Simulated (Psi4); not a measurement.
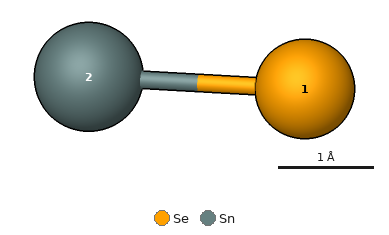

Figure 1. The starting structure (ball-and-stick view, seen at a tilt; atoms are numbered from 1 in the order of the input). Sticks mark near contacts.

**Geometry relaxation of SnSe (part 1 of 4)**

- system: SnSe, SMILES [Se][Sn]
- method: PBE/def2-TZVPP, RKS, core potentials def2 (Psi4 1.11)

The geometry comes from this level: PBE0-D4/def2-TZVP.

**The program's output**
```
Psi4 1.11 release

gradient() will perform analytic gradient computation.

   => Loading Basis Set <=

    Name: DEF2-TZVPP
    Role: ORBITAL
    Keyword: BASIS

    !!!  WARNING: ECP capability is in beta. Please check occupations closely.  !!!

         ---------------------------------------------------------
                                   SCF
                              RKS Reference
                        1 Threads,   1525 MiB Core
         ---------------------------------------------------------

  ==> Geometry <==

    Molecular point group: c1
    Full point group: C_inf_v

    Geometry (in Bohr), charge = 0, multiplicity = 1:

       Center              X                  Y                   Z               Mass
    ------------   -----------------  -----------------  -----------------  -----------------
         SE           0.000000000000     0.000000000000    -2.636726599969    79.916521800000
         SN           0.000000000000     0.000000000000     1.757415760031   119.902201630000

  Running in c1 symmetry.

  Rotational constants: A = ************  B =      0.06502  C =      0.06502 [cm^-1]
  Rotational constants: A = ************  B =   1949.12251  C =   1949.12251 [MHz]
  Nuclear repulsion =  170.226619603648885

  Charge       = 0
  Multiplicity = 1
  Electrons    = 56
  Nalpha       = 28
  Nbeta        = 28

  ==> Algorithm <==

  SCF Algorithm Type is PK.
  DIIS enabled.
  MOM disabled.
  Fractional occupation disabled.
  Guess Type is SAD.
  Energy threshold   = 1.00e-08
  Density threshold  = 1.00e-08
  Integral threshold = 1.00e-12

  ==> Primary Basis <==

  Basis Set: DEF2-TZVPP
    Blend: DEF2-TZVPP
    Number of shells: 32
    Number of basis functions: 98
    Number of Cartesian functions: 114
    Spherical Harmonics?: true
    Max angular momentum: 3

  Core potential: DEF2-TZVPP
    Number of shells: 4
    Number of ECP primitives: 18
    Number of ECP core electrons: 28
    Max angular momentum: 3

  ==> DFT Potential <==

   => LibXC <=

    Version 7.1.2

   => Composite Functional: PBE <=

    PBE GGA Exchange-Correlation Functional

    Deriv               =              1
    GGA                 =           TRUE
    Meta                =          FALSE

    Exchange Hybrid     =          FALSE
    MP2 Hybrid          =          FALSE

   => Exchange Functionals <=

    1.0000     XC_GGA_X_PBE

   => Correlation Functionals <=

    1.0000     XC_GGA_C_PBE

   => LibXC Density Thresholds  <==

    XC_GGA_C_PBE:  1.00E-12
    XC_GGA_X_PBE:  1.00E-15

   => Molecular Quadrature <=

    Radial Scheme          =       TREUTLER
    Pruning Scheme         =           NONE
    Nuclear Scheme         =       TREUTLER

    Blocking Scheme        =         OCTREE
    BS radius alpha        =              1
    Pruning alpha          =              1
    Radial Points          =             99
    Spherical Points       =            590
    Total Points           =         108808
    Total Blocks           =            955
    Max Points             =            255
    Max Functions          =             93
    Weights Tolerance      =       1.00E-15

  ==> Integral Setup <==

  Using in-core PK algorithm.
   Calculation information:
      Number of atoms:                   2
      Number of AO shells:              32
      Number of primitives:             68
      Number of atomic orbitals:       114
      Number of basis functions:        98

      Integral cutoff                 1.00e-12
      Number of threads:                 1

  Performing in-core PK
  Using 23537052 doubles for integral storage.
  We computed 127887 shell quartets total.
  Whereas there are 139656 unique shell quartets.

  ==> DiskJK: Disk-Based J/K Matrices <==

    J tasked:                  Yes
    K tasked:                   No
    wK tasked:                  No
    Memory [MiB]:              900
    Schwarz Cutoff:          1E-12

  Cached 100.0% of DFT collocation blocks in 0.239 [GiB].

  Minimum eigenvalue in the overlap matrix is 3.8893458495E-03.
  Reciprocal condition number of the overlap matrix is 9.4194033405E-04.
    Using symmetric orthogonalization.

  ==> Pre-Iterations <==

  SCF Guess: Superposition of Atomic Densities via on-the-fly atomic UHF (no occupation information).

 WARNING: Atomic UHF is not converging! Try casting from a smaller basis or call Rob at CCMST.
   -------------------------
    Irrep   Nso     Nmo
   -------------------------
     A         98      98
   -------------------------
    Total      98      98
   -------------------------

  ==> Iterations <==

                        Total Energy        Delta E     RMS |[F,P]|

   @RKS iter SAD: -2612.07947022822418   -2.61208e+03   0.00000e+00
   @RKS iter   1: -2614.46643746895916   -2.38697e+00   2.41597e-02 ADIIS/DIIS
   @RKS iter   2: -2611.57388904097479    2.89255e+00   3.69392e-02 ADIIS/DIIS
   @RKS iter   3: -2615.05570539967903   -3.48182e+00   8.06353e-03 ADIIS/DIIS
   @RKS iter   4: -2614.84228087521342    2.13425e-01   9.60778e-03 ADIIS/DIIS
   @RKS iter   5: -2615.55004137351625   -7.07760e-01   9.22146e-04 ADIIS/DIIS
   @RKS iter   6: -2615.53969186115364    1.03495e-02   1.41545e-03 ADIIS/DIIS
   @RKS iter   7: -2615.55479775741787   -1.51059e-02   2.47102e-04 ADIIS/DIIS
   @RKS iter   8: -2615.55512780130766   -3.30044e-04   1.21441e-04 ADIIS/DIIS
   @RKS iter   9: -2615.55524993908512   -1.22138e-04   6.87884e-06 DIIS
   @RKS iter  10: -2615.55525009292296   -1.53838e-07   3.31596e-06 DIIS
   @RKS iter  11: -2615.55525017232230   -7.93993e-08   7.79140e-07 DIIS
   @RKS iter  12: -2615.55525017709897   -4.77667e-09   1.56413e-07 DIIS
   @RKS iter  13: -2615.55525017723357   -1.34605e-10   8.47730e-08 DIIS
   @RKS iter  14: -2615.55525017728723   -5.36602e-11   2.73608e-09 DIIS
  Energy and wave function converged.

  ==> Post-Iterations <==

   Electrons on quadrature grid:
      Ntotal   =   55.9999992114 ; deviation = -7.886e-07

    Orbital Energies [Eh]
    ---------------------

    Doubly Occupied:

       1A   -452.080976     2A    -57.392780     3A    -51.540315
       4A    -51.540315     5A    -51.540127     6A     -7.522829
       7A     -5.509620     8A     -5.509615     9A     -5.509615
      10A     -4.911370    11A     -3.294204    12A     -3.294204
      13A     -3.285225    14A     -1.949024    15A     -1.948385
      16A     -1.948385    17A     -1.948166    18A     -1.948165
      19A     -0.956833    20A     -0.956833    21A     -0.952809
      22A     -0.949999    23A     -0.949999    24A     -0.597866
      25A     -0.396468    26A     -0.230517    27A     -0.225549
      28A     -0.225549

    Virtual:

      29A     -0.116708    30A     -0.116708    31A     -0.014102
      32A      0.080154    33A      0.080154    34A      0.099362
      35A      0.109731    36A      0.132183    37A      0.132183
      38A      0.147886    39A      0.168991    40A      0.168991
      41A      0.230330    42A      0.230330    43A      0.270688
      44A      0.270689    45A      0.312767    46A      0.387822
      47A      0.387822    48A      0.389217    49A      0.643173
      50A      0.643173    51A      0.651442    52A      0.675221
      53A      0.675221    54A      0.688150    55A      0.688150
      56A      0.765381    57A      0.801127    58A      0.801127
      59A      0.899707    60A      1.021891    61A      1.029185
      62A      1.029185    63A      1.029874    64A      1.029874
      65A      1.127801    66A      1.127802    67A      1.199687
      68A      1.199687    69A      1.294140    70A      1.294140
      71A      1.340933    72A      1.340933    73A      1.373992
      74A      1.385803    75A      1.385803    76A      1.431397
      77A      1.616894    78A      1.616894    79A      1.906424
      80A      2.163364    81A      2.163364    82A      2.202543
      83A      2.202543    84A      2.317540    85A      2.317540
      86A      2.365199    87A      3.067739    88A      3.373294
      89A      3.373295    90A      3.438854    91A      3.438854
      92A      3.636632    93A      6.430611    94A     35.900487
      95A     36.580669    96A     36.580669    97A     36.802983
      98A    113.361265

    Final Occupation by Irrep:
              A
    DOCC [    28 ]
    NA   [    28 ]
    NB   [    28 ]

  @RKS Final Energy: -2615.55525017728723

   => Energetics <=

    Nuclear Repulsion Energy =            170.2266196036488850
    One-Electron Energy =               -4060.1571685121725750
    Two-Electron Energy =                1379.1929844626752129
    DFT Exchange-Correlation Energy =    -104.8176857314387718
    Empirical Dispersion Energy =           0.0000000000000000
    VV10 Nonlocal Energy =                  0.0000000000000000
    Total Energy =                      -2615.5552501772872347

Computation Completed

Properties will be evaluated at   0.000000,   0.000000,   0.000000 [a0]

Properties computed using the SCF density matrix

 Multipole Moments:

 ------------------------------------------------------------------------------------
     Multipole            Electronic (a.u.)      Nuclear  (a.u.)        Total (a.u.)
 ------------------------------------------------------------------------------------

 L = 1.  Multiply by 2.5417464519 to convert [e a0] to [Debye]
 Dipole X            :          0.0000001            0.0000000            0.0000001
 Dipole Y            :         -0.0000001            0.0000000           -0.0000001
 Dipole Z            :         52.0837952          -50.9855577            1.0982375
 Magnitude           :                                                    1.0982375

 ------------------------------------------------------------------------------------

	total time  =          8 seconds =       0.13 minutes

         ------------------------------------------------------------
                                   SCF GRAD
         ------------------------------------------------------------

  ==> Geometry <==

    Molecular point group: c1
    Full point group: C_inf_v

    Geometry (in Bohr), charge = 0, multiplicity = 1:

       Center              X                  Y                   Z               Mass
    ------------   -----------------  -----------------  -----------------  -----------------
         SE           0.000000000000     0.000000000000    -2.636726599969    79.916521800000
         SN           0.000000000000     0.000000000000     1.757415760031   119.902201630000

  Nuclear repulsion =  170.226619603648885

  ==> Basis Set <==

  Basis Set: DEF2-TZVPP
    Blend: DEF2-TZVPP
    Number of shells: 32
    Number of basis functions: 98
    Number of Cartesian functions: 114
    Spherical Harmonics?: true
    Max angular momentum: 3

  Core potential: DEF2-TZVPP
    Number of shells: 4
    Number of ECP primitives: 18
    Number of ECP core electrons: 28
    Max angular momentum: 3

  ==> DirectJKGrad: Integral-Direct SCF Gradients <==

    Gradient:                    1
    J tasked:                  Yes
    K tasked:                   No
    wK tasked:                  No
    Integrals threads:           1
    Schwarz Cutoff:          1E-12

   => Molecular Quadrature <=

    Radial Scheme          =       TREUTLER
    Pruning Scheme         =           NONE
    Nuclear Scheme         =       TREUTLER

    Blocking Scheme        =         OCTREE
    BS radius alpha        =              1
    Pruning alpha          =              1
    Radial Points          =             99
    Spherical Points       =            590
    Total Points           =         108808
    Total Blocks           =            955
    Max Points             =            255
    Max Functions          =             93
    Weights Tolerance      =       1.00E-15

  -Total Gradient:
     Atom            X                  Y                   Z
    ------   -----------------  -----------------  -----------------
       1       -0.000000000546     0.000000000560     0.011359434579
       2        0.000000000548    -0.000000000560    -0.011339196304

	total time  =         12 seconds =       0.20 minutes

    			-----------------------------------------

    			 OPTKING 3.0: for geometry optimizations

    			        with contributions from

    			-----------------------------------------

	                            ===> Fragment 1 <==

	 Z (Atomic Numbers)          Masses                          Geom
	      34.000000            79.916522          0.00000000  0.00000000 -2.63672660
	      50.000000            119.902202         0.00000000  0.00000000  1.75741576

	 - Coordinate -           - BOHR/RAD -       - ANG/DEG -
	 R(1,2)           =         4.394142           2.325280

	        --- Internal Coordinate Step in ANG or DEG, aJ/ANG or AJ/DEG ---
	-------------------------------------------------------------------------------
	           Coordinate      Previous         Force          Change          New
	           ----------      --------        ------          ------        ------
	               R(1,2)       2.32528        0.09350        0.04330       2.36858
	-------------------------------------------------------------------------------

	                                 ==> Convergence Check <==

	Measures of convergence in internal coordinates in au.

	Criteria marked as inactive (o), active & met (*), and active & unmet ( ).

	----------------------------------------------------------------------------------------------~
	   Step    Total Energy     Delta E     Max Force     RMS Force      Max Disp      RMS Disp   ~
	----------------------------------------------------------------------------------------------~
	  Convergence Criteria              o    1.50e-05 *    1.00e-05 *    6.00e-05 *    4.00e-05 *~
	----------------------------------------------------------------------------------------------~
	     1   -2615.55525018   -2.62e+03 o    1.13e-02      1.13e-02      8.18e-02      8.18e-02    ~
	----------------------------------------------------------------------------------------------

Next Geometry in Ang
	Fragment 1 (Ang)

	   Se   0.0000000000   0.0000000000  -1.4169468644
	   Sn   0.0000000000   0.0000000000   0.9516356069

    Structure for next step:
    Molecular point group: c1
    Full point group: C_inf_v

    Geometry (in Bohr), charge = 0, multiplicity = 1:

    SE           0.000000000000     0.000000000000    -2.685828981199
    SN           0.000000000000     0.000000000000     1.790143195113

gradient() will perform analytic gradient computation.

  ==> Geometry <==

    Molecular point group: c1
    Full point group: C_inf_v

    Geometry (in Bohr), charge = 0, multiplicity = 1:

       Center              X                  Y                   Z               Mass
    ------------   -----------------  -----------------  -----------------  -----------------
         SE           0.000000000000     0.000000000000    -2.685828981199    79.916521800000
         SN           0.000000000000     0.000000000000     1.790143195113   119.902201630000

  Running in c1 symmetry.

  Rotational constants: A = ************  B =      0.06266  C =      0.06266 [cm^-1]
  Rotational constants: A = ************  B =   1878.50617  C =   1878.50617 [MHz]
  Nuclear repulsion =  167.114533007714840

  Charge       = 0
  Multiplicity = 1
  Electrons    = 56
  Nalpha       = 28
  Nbeta        = 28

  ==> Algorithm <==

  SCF Algorithm Type is PK.
  DIIS enabled.
  MOM disabled.
  Fractional occupation disabled.
  Guess Type is READ.
  Energy threshold   = 1.00e-08
  Density threshold  = 1.00e-08
  Integral threshold = 1.00e-12

   => Molecular Quadrature <=

    Radial Scheme          =       TREUTLER
    Pruning Scheme         =           NONE
    Nuclear Scheme         =       TREUTLER

    Blocking Scheme        =         OCTREE
    BS radius alpha        =              1
    Pruning alpha          =              1
    Radial Points          =             99
    Spherical Points       =            590
    Total Points           =         108826
    Total Blocks           =            954
    Max Points             =            256
    Max Functions          =             93
    Weights Tolerance      =       1.00E-15

   => Loading Basis Set <=

    Name: DEF2-TZVPP
    Role: ORBITAL
    Keyword: BASIS

    !!!  WARNING: ECP capability is in beta. Please check occupations closely.  !!!

  Reading orbitals from file scr/job.default.21685.180.npy, no projection.

  ==> Integral Setup <==

  Using in-core PK algorithm.
   Calculation information:
      Number of atoms:                   2
      Number of AO shells:              32
      Number of primitives:             68
      Number of atomic orbitals:       114
      Number of basis functions:        98

      Integral cutoff                 1.00e-12
      Number of threads:                 1

  Performing in-core PK
  Using 23537052 doubles for integral storage.
  We computed 127197 shell quartets total.
  Whereas there are 139656 unique shell quartets.

  ==> DiskJK: Disk-Based J/K Matrices <==

    J tasked:                  Yes
    K tasked:                   No
    wK tasked:                  No
    Memory [MiB]:              900
    Schwarz Cutoff:          1E-12

  Cached 100.0% of DFT collocation blocks in 0.238 [GiB].

  Minimum eigenvalue in the overlap matrix is 4.0336084918E-03.
  Reciprocal condition number of the overlap matrix is 9.8451110971E-04.
    Using symmetric orthogonalization.

  ==> Pre-Iterations <==
```
